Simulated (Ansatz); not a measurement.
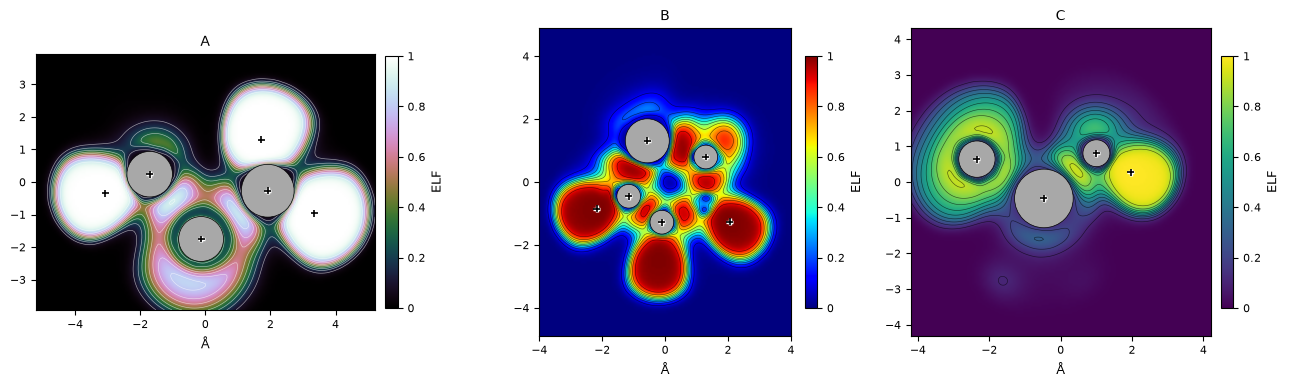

The ELF of 3 systems, each on a plane through atoms (crosses mark nuclei in the plane; grey discs cover the cores).

Level of theory: Ansatz, isolated molecule in a Gaussian basis; Kohn-Sham density functional theory, functional PBE0.

System 1: C4H7ClO2Si, the plane of atoms C1, Si8 and C4. Geometry: PBE-D3(BJ)/def2-SVP.

| atom | x (Å) | y (Å) | z (Å) |
| --- | --- | --- | --- |
| C | -0.5058 | -2.2737 | 0.8121 |
| C | 0.0921 | -1.1106 | 1.1613 |
| C | -0.4646 | 0.2059 | 0.6516 |
| C | -1.8583 | -0.0080 | 0.0373 |
| Cl | -3.1683 | 0.4050 | 1.2589 |
| O | -1.6533 | -2.3982 | -1.8426 |
| O | -3.4896 | -2.4940 | 0.1185 |
| Si | -1.9701 | -1.9089 | -0.2736 |
| H | -2.4579 | -2.5217 | -2.3771 |
| H | -3.9391 | -1.8758 | 0.7310 |
| H | -0.1067 | -3.2454 | 1.1398 |
| H | 1.0057 | -1.0729 | 1.7828 |
| H | -0.4880 | 0.9765 | 1.4512 |
| H | 0.2211 | 0.6099 | -0.1285 |
| H | -2.0498 | 0.6504 | -0.8297 |

System 2: C2H6ClFGe, the plane of atoms C2, Ge5 and Cl3. Geometry: B3LYP-D3(BJ)/def2-SVP.

```xyz
11

C     1.9067   -1.0000    2.2629
C    -0.6052    0.2471    0.4518
Cl    1.8381    2.2710    1.5332
F    -0.2231    0.7646    3.3550
Ge    0.6838    0.4609    1.8880
H     1.3383   -1.9067    2.5186
H     2.5541   -0.7265    3.1078
H     2.5320   -1.1990    1.3803
H    -1.2472   -0.6237    0.6524
H    -1.2283    1.1499    0.3831
H    -0.0793    0.0997   -0.5028
```

System 3: CH7AlSiTe (SMILES C[SiH2][Te][AlH2]), the plane of atoms H10, Al2 and H11. Geometry: B3LYP-D3(BJ)/def2-SVP; core potentials replace the inner electrons of Te.

| atom | x (Å) | y (Å) | z (Å) |
| --- | --- | --- | --- |
| C | 0.2579 | -1.9085 | -0.6808 |
| Al | -1.7235 | 1.5782 | -1.6843 |
| Si | 0.3934 | -0.4551 | 0.5058 |
| Te | -1.8169 | 0.7823 | 0.7138 |
| H | 0.0257 | -1.5552 | -1.6973 |
| H | -0.5381 | -2.5979 | -0.3605 |
| H | 1.2105 | -2.4630 | -0.7166 |
| H | 0.7174 | -0.9163 | 1.8860 |
| H | 1.4458 | 0.4991 | 0.0556 |
| H | -2.9034 | 2.4829 | -2.2217 |
| H | -0.4919 | 1.1390 | -2.5787 |

Which map belongs to which system?

Answer. Panel A is system 3, CH7AlSiTe: the plane holds Al, Si, Te and H. Al–Te (2.53 Å): the ELF peaks at about 0.85 between the atoms; a covalent bond. Panel B is system 1, C4H7ClO2Si: the plane holds C, Si and H. C–C (1.35 Å): the ELF peaks at about 0.90 between the atoms (a covalent bond). Panel C is system 2, C2H6ClFGe: the plane holds C, Cl, Ge and H. C–Ge (1.94 Å): the ELF peaks at about 0.90 in the valence shell of C, 0.7 Å from its nucleus, and is about 0.75 at the midpoint.
